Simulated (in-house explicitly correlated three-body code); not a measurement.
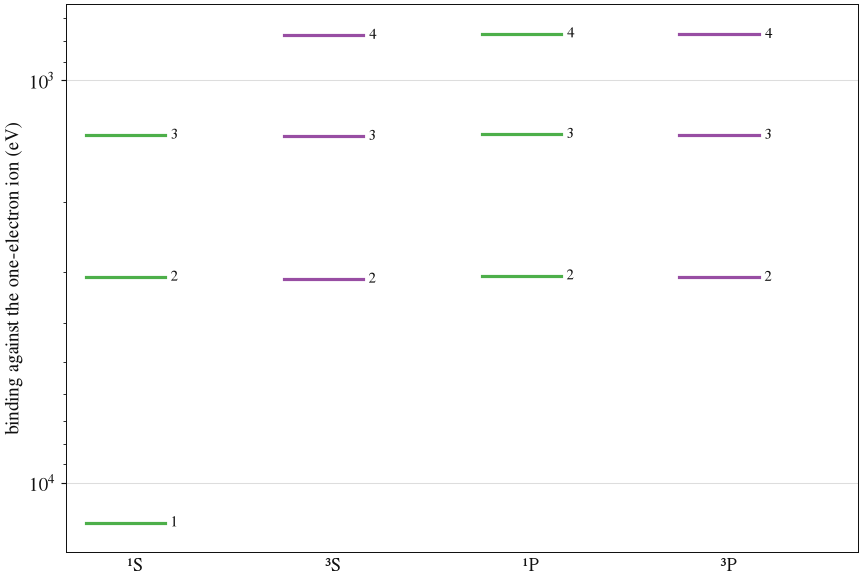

Two electrons around a point charge Z = 31 (Ga²⁹⁺). Computed variationally in 260 exponentially correlated functions with an in-house code, non-relativistic, converged to about 10⁻⁸ of the energy. The plot shows the bound S and P states that converged, by term and principal number n, on a logarithmic scale of binding.

How do singlets and triplets lie?

Answer. The ground state is bound by 12.55 keV. The n = 2 states drawn run, from the deepest, 2 ³S (3112 eV), 2 ³P (3080 eV), 2 ¹S (3076 eV), 2 ¹P (3054 eV). Exchange puts 2 ³S below 2 ¹S by 35.2 eV and 2 ³P below 2 ¹P by 26.6 eV. Quantum defects n − (Z − 1)/√(2 E(binding)): 2 ³S 0.016, 2 ³P 0.006, 2 ¹S 0.005, 2 ¹P −0.002.
